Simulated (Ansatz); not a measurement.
```xyz
12

Si   -1.7371   -1.1547   -0.3170
C     1.2568    1.8930    0.4160
H    -2.4342   -1.2922   -1.6224
H    -2.5954   -1.7362    0.7479
H    -1.5176    0.2861   -0.0320
H     1.5647    0.8574    0.2740
As    0.2621   -2.4150   -0.4169
H     0.6002    1.9599    1.2831
H     2.1362    2.5166    0.5758
H     0.7226    2.2365   -0.4695
H     0.7986   -1.7765    0.8572
H     0.9434   -1.3750   -1.2960
```

The product side of a reaction path; geometry: PBE0-D4/def2-TZVP; a saddle point, not a minimum.

The calculation used Ansatz, RKS PBE0-D4/def2-TZVPP.

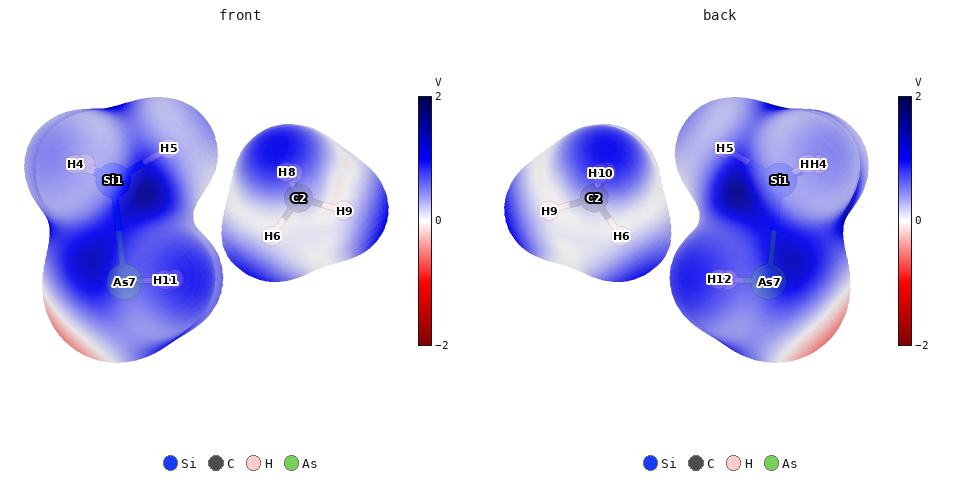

AsH$_{5}$Si···CH$_{4}$. The molecular electrostatic potential painted on the density surface at 0.004 e/bohr³, seen from the front and from behind; the colour scale runs from red (negative) to blue (positive).

### Where is the surface potential most negative and most positive?

The most negative region (about −0.5 V) lies over As7, the most positive (about +1.6 V) over Si1.
